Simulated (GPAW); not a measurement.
A computed O K-edge spectrum of one site in a crystal of Mg, O, Re and Sr, with its zero at a photon energy of about 525.2 eV (raw 534.0 eV, less 8.8 eV of added terms; LDA puts this hole about 4 eV below PBE, itself good to a few eV). Method: GPAW, LDA, excited-electron core hole (neutral cell) in a small cell, dipole transitions, broadening that rises with energy, without spin-orbit coupling.

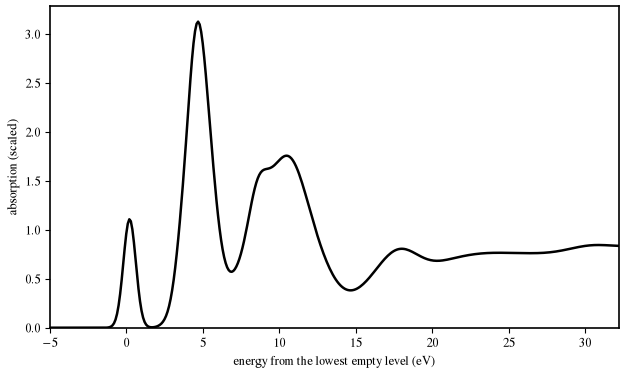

Energy from the lowest empty level; intensity scaled to a mean of 1 over the first 20 eV.

**Question.** Which coordination does this site have?

A K edge sees empty p states; the first features are O p mixed into the empty d states of the Re neighbours, and the broad ones above probably into the cations' higher empty bands. It is atom 5 of Sr2MgReO6 (I4/m), with 1 Re at 1.94 Å and 1 Mg at 2.07 Å (bent, 165°, site symmetry m). Its main maxima below 24 eV lie at 0.2 eV (1.11), 4.7 eV (3.13), 10.5 eV (1.76) and 18.0 eV (0.81). A near-edge spectrum doesn't fix the structure by itself; it is matched against candidates. The primitive cell holds an odd number of electrons, so a spin-paired run has to come out metallic; that is right for a metal, but some such compounds are magnetic or distorted insulators. The crystal has 2 inequivalent O sites and not all are shown here, while a measurement adds them all. The holes are only 5.6 Å apart, so the shape is probably not converged with cell size; no larger cell was run here. The mesh is coarse (0.26 Å⁻¹ between points), so small maxima may be mesh ripples. The structure is a computed Materials Project entry and may be a hypothetical form.

[Hosts, paths, dates, database ids (printed as entryN), source tags and the programs' standing remarks are cut or masked in the printed files.]

[Lists of maxima count a maximum above −3 eV only where it reaches 4 % of the highest in the window and stands out from its surroundings by 2 % of it (1.5 % where it reaches 55 %); shoulders and weaker maxima are passed over, and of the rest the first, up to two pre-edge ones and the few strongest are named.]
